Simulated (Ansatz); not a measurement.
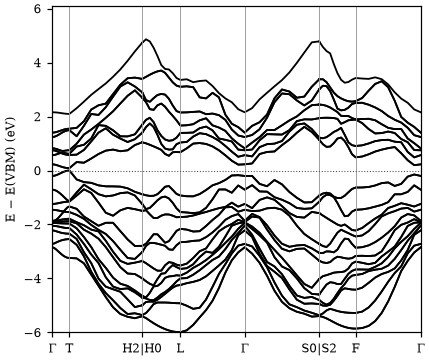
Band structure from r²SCAN+D4 with spin–orbit coupling (plane waves, PAW; program Ansatz)

Q: Read off the gap and where the band edges lie.

A: About 0.1 eV (0.09 eV by a search for the band edges); maximum at T, minimum at T.

The material is GeSb2Te4 in space group R-3m (No. 166; Ge on 3a, Sb on 6c, Te on 6c, Te on 6c).

The r²SCAN+D4 relaxation kept the symmetry of its start.

Potentials: the later of the program's two PAW sets.
